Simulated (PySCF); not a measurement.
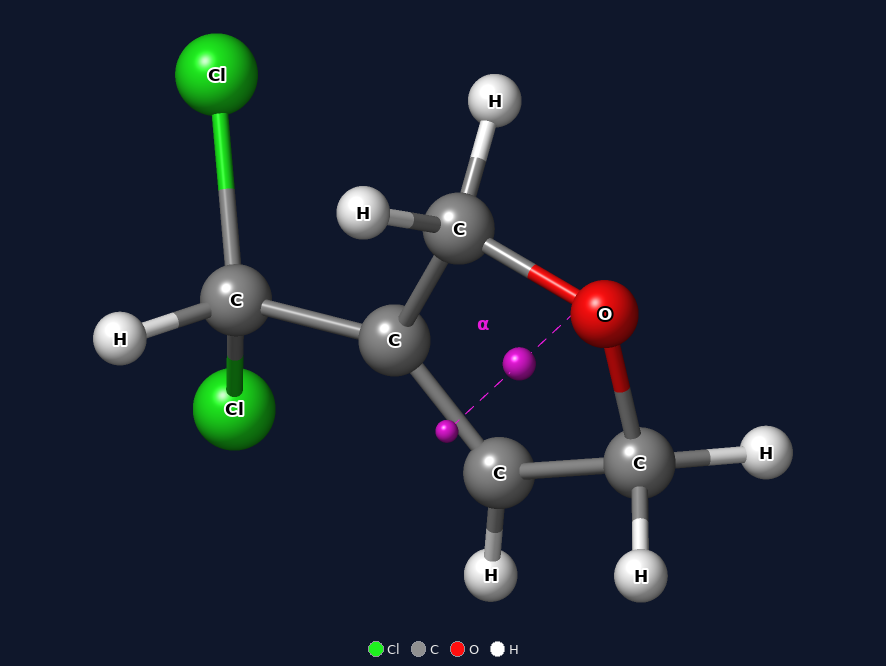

The small points mark where nucleus-independent chemical shifts (NICS) were computed: at the centre of each lettered ring and 1 Å above and below it. Geometry: an image of a reaction path computed with GFN2-xTB, not a minimum. Method: GIAO PBE0/pcSseg-1 NMR shielding, non-relativistic, gas phase (PySCF 2.14.0).

Give NICS(0), NICS(1) and the out-of-plane component NICS(1)zz for each ring (means of the two sides).

```json
{"ring": "α", "members": "C4O", "NICS(0)": "−3.7", "NICS(1)": "−2.1", "NICS(1)zz": "−2.8"}
```

Values in ppm.

Question: What do the values say about the ring currents?

Answer: Ring α: weak, as in a non-aromatic ring. NICS is one index among several.
